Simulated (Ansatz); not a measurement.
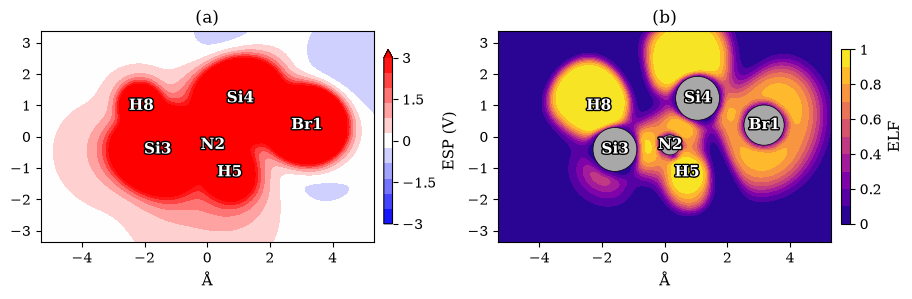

BrH4NSi2 (SMILES [SiH3]N[Si]Br). (a) molecular electrostatic potential; (b) electron localisation function on the plane of atoms N2, Si3 and H8. Grey discs cover the atomic cores in the ELF map.

Geometry: PBE0-D3(BJ)/def2-SVP.

The calculation used Ansatz 0.2.0, isolated molecule in a Gaussian basis; Kohn-Sham density functional theory, functional PBE0.

```yaml
atoms:
  - { symbol: Br, position_ang: [-0.9555, 0.6503, -2.5715] }
  - { symbol: N, position_ang: [-0.6039, -0.7494, 0.1355] }
  - { symbol: Si, position_ang: [-0.1878, -1.5029, 1.6735] }
  - { symbol: Si, position_ang: [0.5102, 0.0445, -0.9231] }
  - { symbol: H, position_ang: [-1.5857, -0.7921, -0.1420] }
  - { symbol: H, position_ang: [-0.5152, -2.9593, 1.6584] }
  - { symbol: H, position_ang: [-0.9293, -0.8606, 2.7987] }
  - { symbol: H, position_ang: [1.2799, -1.3091, 1.8498] }
```

**Describe what can be read from this map.**

- The section cuts through Br, N, Si and H sites.
- Si–N (1.73 Å): the ELF peaks at about 0.90 between the atoms; a shared but strongly polarised pair.
- Si–Br (2.29 Å): the ELF peaks at about 0.80 between the atoms, as expected for a polar covalent bond.
- N–H (1.02 Å): the ELF climbs to about 1 towards the hydrogen, as it does in any bond to H; a covalent bond by its length.
- Si–H (1.49 Å): the ELF climbs to about 1 towards the hydrogen.
- The ELF also peaks beside Br1 and Si4, away from the bonds: lone-pair regions.
- Outside the dense part of the molecule the potential is most negative (−0.6 V) near Br1.
